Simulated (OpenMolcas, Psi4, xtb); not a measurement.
## SiH (SMILES [SiH]): methods side by side

SiH: 2 atoms, total charge 0, spin state doublet. As SMILES, `[SiH]`. The coordinates come from a PBE0-D4/def2-TZVP relaxation.

```xyz
2

Si    0.0000    0.0000   -0.0076
H     0.0000    0.0000    1.5241
```

Each level gives the dipole moment (D). The values are calculated.

```csv
level,kind,program,value (D),CPU time
GFN0-xTB,semi-empirical,xtb,1.09,under 2 s
UHF/def2-TZVPPD,Hartree–Fock,Psi4,0.21,4.5 s
USVWN5/def2-TZVPPD,LDA,OpenMolcas,0.11,6.7 s
UPBE/def2-TZVPPD,GGA,Psi4,0.09,11 s
UM06-L/def2-TZVPPD,meta-GGA,Psi4,0.15,20 s
UTPSS/def2-TZVPPD,meta-GGA,Psi4,0.15,27 s
UB3LYP/def2-TZVPPD,global hybrid,OpenMolcas,0.05,11 s
U-wB97M-V/def2-TZVPPD,range-separated hybrid,Psi4,0.00,32 s
```

The values span 0.00 to 1.09 D. Magnitudes only. Times are those of the runs behind each value, whatever else they computed, on shared processors of several kinds: orders of magnitude only.

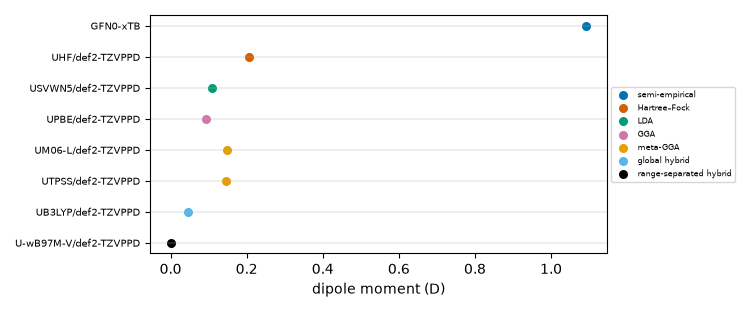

The values of the table, level by level.
